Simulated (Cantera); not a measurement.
A closed system holds: 1 mol Pb, 1.1 mol CO, a varied amount of N2, equilibrated at 1600 K and 0.100 bar.

Cantera equilibrium calculation (NASA polynomials, part measured and part estimated; ideal gas, pure solids and liquids). Candidate condensed phases: C, Pb, PbO, PbO2, Pb3O4; 27 gas species. Equilibrium is a limit: real reactors are often held back by kinetics, nucleation or transport.

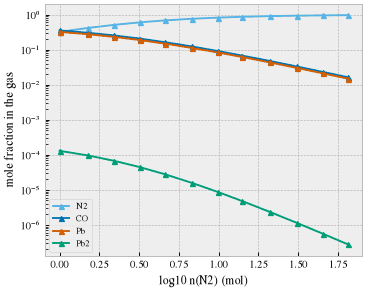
Equilibrium gas composition (values under 1e-9 drawn at 1e-9)

Question: Read off the mole fractions at 9.9 mol N2.

Answer: N2 about 0.83, CO about 0.092, Pb about 0.083, Pb2 about 8.7e-6.
